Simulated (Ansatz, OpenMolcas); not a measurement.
How basis sets differ on LiH (SMILES [LiH])

The species is LiH (2 atoms), meant as a singlet with charge 0. SMILES: `[LiH]`. The bond length is the measured one.

```xyz
2

Li    0.0000    0.0000    0.0000
H     0.0000    0.0000    1.5957
```

Each level gives the energy change with the Li1–H2 bond stretched from 1.596 to 1.995 Å (eV). The values are calculated.

```tsv
level	kind	program	value (eV)
MP2/3-21G (restricted)	perturbation theory	Ansatz	0.25
MP2/def2-SVP (restricted)	perturbation theory	OpenMolcas	0.35
MP2/6-31G** (spherical functions) (restricted)	perturbation theory	OpenMolcas	0.31
MP2/cc-pVTZ (restricted)	perturbation theory	Ansatz	0.35
```

The first shape isn't each level's own minimum. The values span 0.25 to 0.35 eV. Without the sets that lack polarisation functions the rows with a basis span only 0.31 to 0.35 eV.

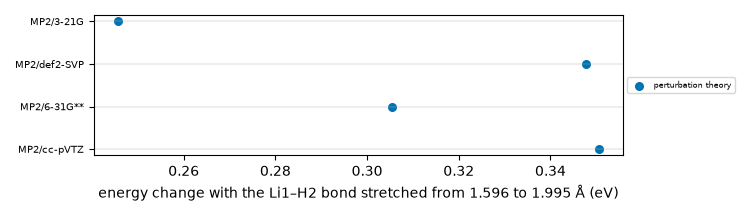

The values of the table, level by level.
